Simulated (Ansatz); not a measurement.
**AlH₃O₃···H₂: density, localisation and related maps**

Input file:

```
crystal:
  periodic: [false, false, false]
  atoms:
    - {symbol: Al, position_ang: [-0.000690, 0.479152, 0.132759]}
    - {symbol: H, position_ang: [1.016392, -1.572857, -0.581835]}
    - {symbol: O, position_ang: [0.326301, 1.036037, -1.429961]}
    - {symbol: O, position_ang: [-1.496542, -0.127629, 0.655020]}
    - {symbol: H, position_ang: [0.421452, -1.841555, -0.207867]}
    - {symbol: O, position_ang: [1.218537, 0.716084, 1.276196]}
    - {symbol: H, position_ang: [-0.292656, 1.005012, -2.155031]}
    - {symbol: H, position_ang: [-2.278552, -0.198103, 0.112773]}
    - {symbol: H, position_ang: [1.085659, 0.503760, 2.197947]}
basis:
  gaussian: {orbitals: def2-TZVPP}
hamiltonian: {xc: pbe0, dispersion: d4}
output: {orbitals: {seedname: orbitals}}
```

Run with:

```sh
ansatz run in.yaml --threads 4 --pin off --events-out ev --progress --plain --max-ram 9574MiB
```

The product side of a reaction path; geometry: PBE0-D4/def2-TZVP; a saddle point, not a minimum.

The calculation used RKS PBE0-D4/def2-TZVPP in Ansatz.

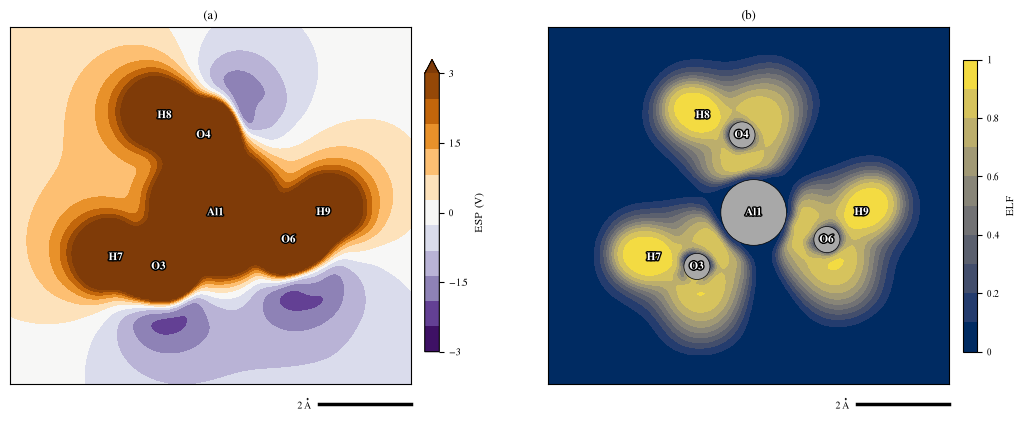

Figure 1. (a) molecular electrostatic potential; (b) electron localisation function on the plane of atoms Al1, O3 and H7. Grey discs cover the atomic cores in the ELF map.

### What do the fields say about this system?

The plane passes through Al, O and H nuclei. Al1···H7 (2.37 Å): the ELF climbs to about 0.95 towards the hydrogen. Al–O (1.69 Å): the ELF peaks at about 0.90 in the valence shell of O, 0.6 Å from its nucleus, and is about 0.50 at the midpoint. O–H (0.95 Å): the ELF climbs to about 1 towards the hydrogen: a covalent bond by its length. The ELF also peaks beside O3, O6 and O4, away from the bonds: lone-pair regions. Outside the dense part of the complex the potential is most negative (−2.1 V) near O6.

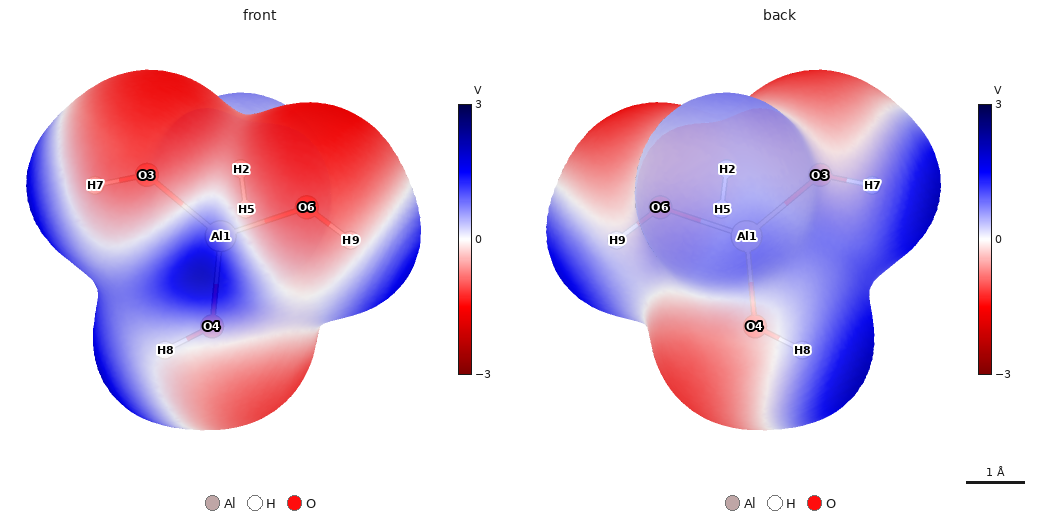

Figure 2. The molecular electrostatic potential painted on the density surface at 0.001 e/bohr³, seen from the front and from behind; the colour scale runs from red (negative) to blue (positive).

### Which sites attract a positive test charge, and which a negative one?

A positive charge is drawn to the negative regions and a negative charge to the positive ones. The most negative region (about −1.6 V) lies over O6, the most positive (about +2.0 V) over Al1, H7 and H8. O6 is the likeliest acceptor of a hydrogen bond.

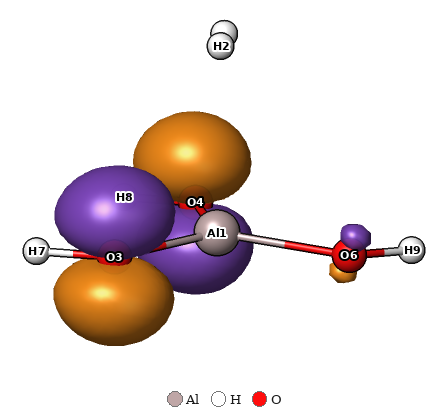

Figure 3. The HOMO−1 at ±0.2 Å⁻³ᐟ² (orange and purple are the two phases), seen from one side.

### Describe this orbital and give its energy.

Its weight (Hirshfeld) is mainly on O4 (about 40 %) and O3 (about 40 %); largely a combination of lone pairs on O4 and O3. Its energy is −9.00 eV.

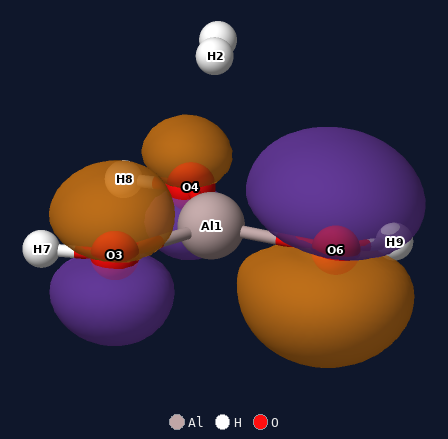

Figure 4. The HOMO at ±0.1 Å⁻³ᐟ² (orange and purple are the two phases), seen from one side.

### Where does this orbital lie, and at what energy?

Its weight (Hirshfeld) is mainly on O6 (about 65 %) and O3 (about 15 %). Its energy is −8.82 eV.
